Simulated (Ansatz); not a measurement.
A series of calculations on C$_{2}$H$_{9}$BFNSi$_{2}$

**1. Relaxation**

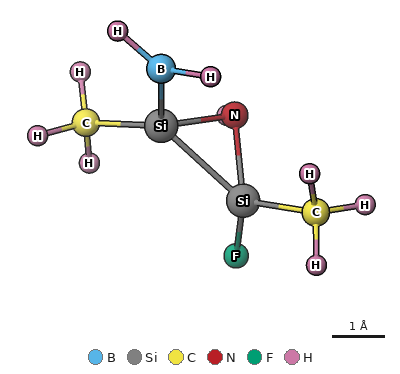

This is the input geometry for a relaxation of C$_{2}$H$_{9}$BFNSi$_{2}$. The picture is a ball-and-stick view, seen from a free direction.

The run prepares an end point of a later path (torsion) calculation, from a guessed geometry.

Method: RKS PBE0-D4/6-31G* (Ansatz).

Input file:
```yaml
crystal:
  periodic: [false, false, false]
  atoms:
    - { symbol: B, position_ang: [0.2619, -2.307, 0.4413] }
    - { symbol: Si, position_ang: [0.6167, -0.5058, -0.276] }
    - { symbol: C, position_ang: [2.0695, -0.2597, -1.3993] }
    - { symbol: "N", position_ang: [-0.7729, 0.217, -1.0324] }
    - { symbol: Si, position_ang: [-0.5351, 1.2558, 0.3706] }
    - { symbol: C, position_ang: [-1.8999, 1.0822, 1.6465] }
    - { symbol: F, position_ang: [-0.0704, 2.8115, -0.1172] }
    - { symbol: H, position_ang: [0.8842, -3.18, 0.0756] }
    - { symbol: H, position_ang: [-0.6647, -2.3799, 1.2452] }
    - { symbol: H, position_ang: [3.0146, -0.6308, -0.8475] }
    - { symbol: H, position_ang: [1.9429, -0.8269, -2.3066] }
    - { symbol: H, position_ang: [2.2406, 0.8253, -1.5991] }
    - { symbol: H, position_ang: [-0.5817, 0.7623, -1.8881] }
    - { symbol: H, position_ang: [-1.6696, 1.6538, 2.5781] }
    - { symbol: H, position_ang: [-2.0141, -0.0218, 1.9108] }
    - { symbol: H, position_ang: [-2.8449, 1.4813, 1.2424] }
basis:
  gaussian: { orbitals: "6-31G*" }
hamiltonian:
  xc: pbe0
  dispersion: d4
relax:
  f_tol: 0.015
  max_steps: 40
```

Command:
```bash
ansatz run input.yaml --threads 2 --pin off --max-ram 3072MiB --backend cpu --events-out ev --progress --plain --runs-dir out
```

**Where does the relaxation end?**

The atom that moves furthest after the best rigid fit is H8 (1.00 Å). By element the largest moves are H 1.00 Å, F 0.50 Å, Si 0.28 Å, N 0.18 Å, C 0.18 Å, B 0.07 Å. Near-neighbour distances that change, for instance: Si5–F7 1.695 → 1.621 Å, Si2–Si5 2.202 → 2.270 Å, B1–H8 1.133 → 1.200 Å, C3–H10 1.156 → 1.096 Å. Bond angles that change, for instance: Si5–N4–H13 108.9° → 142.2°, Si2–N4–H13 115.6° → 136.5°, C6–Si5–F7 118.7° → 106.1°. The energy falls by 1.086 eV in 14 accepted moves (15 points after the start). Largest force component: 2.2 eV/Å at the start, 0.014 eV/Å at the end. The line search rejected the trial step at point 11 of the run. Cost: 100 s on 2 threads of Arm Neoverse V1 (shared host), peak memory 0.4 GiB.

Final geometry:

```xyz
16

B     0.2810   -2.2496    0.3978
Si    0.6136   -0.5594   -0.5512
C     2.2235   -0.2772   -1.4843
N    -0.7891    0.3833   -1.1076
Si   -0.5427    1.1490    0.3952
C    -1.9048    1.1462    1.6684
F     0.0273    2.6653    0.3502
H     1.1697   -2.8208    0.9680
H    -0.8397   -2.6377    0.5790
H     3.0706   -0.6252   -0.8826
H     2.2355   -0.8316   -2.4297
H     2.3660    0.7844   -1.7068
H    -1.3741    0.4107   -1.9311
H    -1.5305    1.4618    2.6475
H    -2.3265    0.1406    1.7584
H    -2.7029    1.8377    1.3731
```

The end point in the same view:

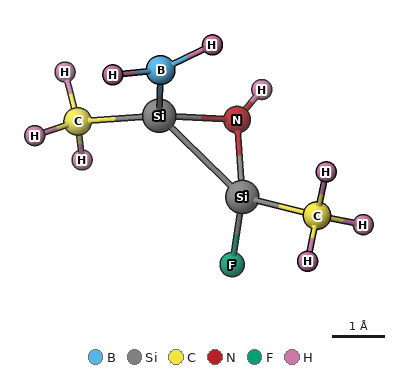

**2. Relaxation**

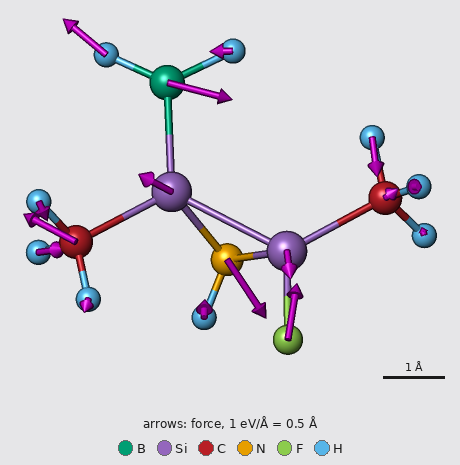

Starting geometry of C2H9BFNSi2 with the computed forces as purple arrows. The picture is a ball-and-stick view, seen at a tilt.

The run prepares an end point of a later path (torsion) calculation, from a guessed geometry.

These are results of RKS PBE0-D4/6-31G* in Ansatz 0.2.0, not measurements.

Input
```yaml
crystal:
  periodic: [false, false, false]
  atoms:
    - { symbol: B, position_ang: [0.2619, -2.307, 0.4413] }
    - { symbol: Si, position_ang: [0.6167, -0.5058, -0.276] }
    - { symbol: C, position_ang: [2.0695, -0.2597, -1.3993] }
    - { symbol: "N", position_ang: [-0.7729, 0.217, -1.0324] }
    - { symbol: Si, position_ang: [-0.5351, 1.2558, 0.3706] }
    - { symbol: C, position_ang: [-1.8999, 1.0822, 1.6465] }
    - { symbol: F, position_ang: [-0.0704, 2.8115, -0.1172] }
    - { symbol: H, position_ang: [0.8842, -3.18, 0.0756] }
    - { symbol: H, position_ang: [-0.6647, -2.3799, 1.2452] }
    - { symbol: H, position_ang: [1.88573, -0.87389, -2.36076] }
    - { symbol: H, position_ang: [2.17222, 0.78127, -1.65768] }
    - { symbol: H, position_ang: [3.00039, -0.67679, -0.94553] }
    - { symbol: H, position_ang: [-0.5817, 0.7623, -1.8881] }
    - { symbol: H, position_ang: [-1.6696, 1.6538, 2.5781] }
    - { symbol: H, position_ang: [-2.0141, -0.0218, 1.9108] }
    - { symbol: H, position_ang: [-2.8449, 1.4813, 1.2424] }
basis:
  gaussian: { orbitals: "6-31G*" }
hamiltonian:
  xc: pbe0
  dispersion: d4
relax:
  f_tol: 0.015
  max_steps: 40
output:
  orbitals: {}
```

Command:
```bash
ansatz run input.yaml --threads 2 --pin off --max-ram 3072MiB --backend cpu --events-out ev --progress --plain --runs-dir out
```

What follows when this structure is relaxed?

It isn't relaxed: the largest force vector, on N4, is 2.42 eV/Å. The final displacements have little in common with the starting forces (cosine between the two patterns 0.15). After 14 accepted moves (16 points after the start) the energy has fallen by 103.7 kJ/mol. Largest force component: 2 eV/Å at the start, 0.0093 eV/Å at the end. The line search rejected the trial steps at points 7, 15 of the run. The atom that moves furthest after the best rigid fit is H8 (0.99 Å). By element the largest moves are H 0.99 Å, F 0.48 Å, Si 0.30 Å, C 0.18 Å, N 0.18 Å, B 0.07 Å. Some distances before and after: Si5–F7 1.695 → 1.620 Å, Si2–Si5 2.202 → 2.270 Å, B1–H8 1.133 → 1.200 Å, C3–H10 1.156 → 1.096 Å. Bond angles that change, for instance: Si5–N4–H13 108.9° → 142.1°, Si2–N4–H13 115.6° → 136.6°, C6–Si5–F7 118.7° → 106.1°.

**3. Path**

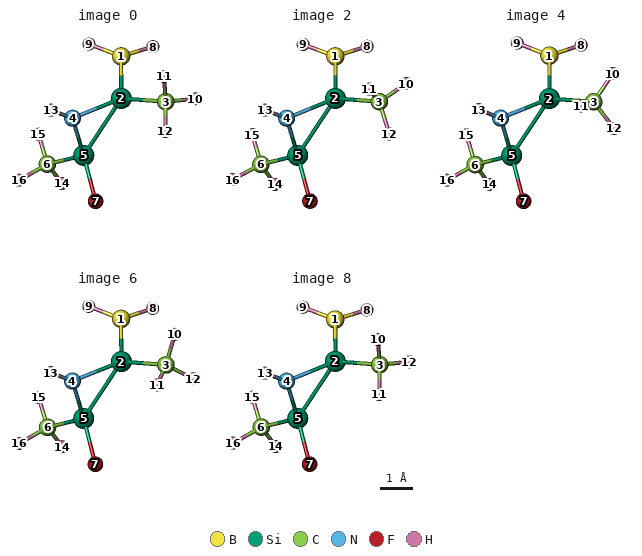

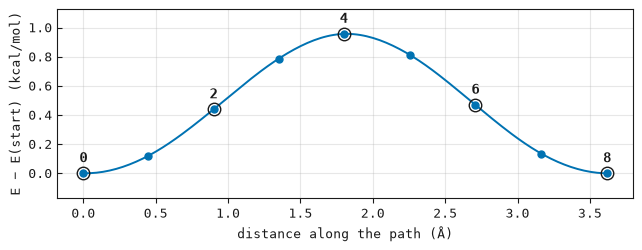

NEB run on C$_{2}$H$_{9}$BFNSi$_{2}$. Images are numbered from 0 (start) to 8 (end). The picture is a ball-and-stick view, seen from a free direction.

These are results of Ansatz 0.2.0, RKS PBE0-D4/6-31G*, not measurements. Run with 7 movable images; climbing image; force threshold 0.05 eV/Å; iteration limit 31; starting path through a guess of the saddle point.

Question: Describe the mechanism and the energy profile.

Answer: The barrier is about 0.96 kcal/mol in both directions, with image 4 at the top; the ends have the same energy. The motion is a rotation about the Si2–C3 bond by about 120°. No bond forms or breaks between the ends. The band converged in 14 iterations, with a climbing image at the top. At the top, the vibrational analysis gives one imaginary mode (129i cm⁻¹), as a transition state must have.

Cost: 9.6 min on 2 threads of Arm Neoverse V1, with other jobs on the host, peak memory 0.43 GiB.
